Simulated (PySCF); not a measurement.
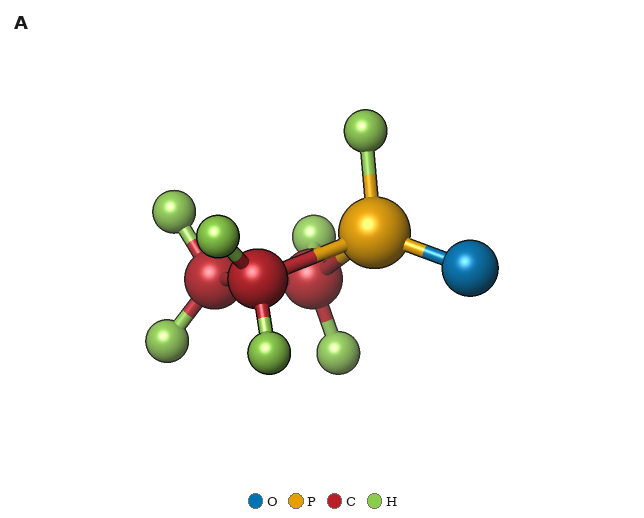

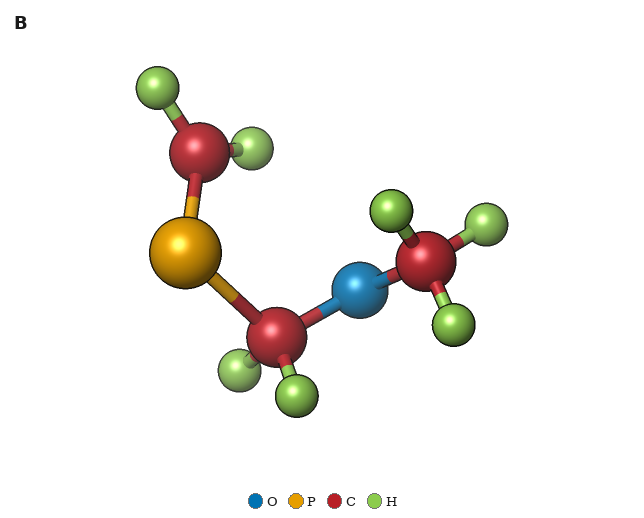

2 stationary structures of one formula. Geometries: GFN2-xTB. Electronic energies: PBE0/pcSseg-1 (PySCF 2.14.0), without zero-point energy. No frequency run is at hand to confirm each as a minimum. Each is one conformer, not always the lowest.

Are they conformers, stereoisomers or constitutional isomers?

They are constitutional isomers of C3H7OP: A `O=[PH]1CCC1`, B `C=PCOC`.

Rank them by energy, lowest first.

A is lowest; B lies 1.568 eV above it.

The geometry is semi-empirical. Around P such bond lengths and angles can be off by a tenth of an ångström or more and by several degrees, and values that hang on the shape move with them.
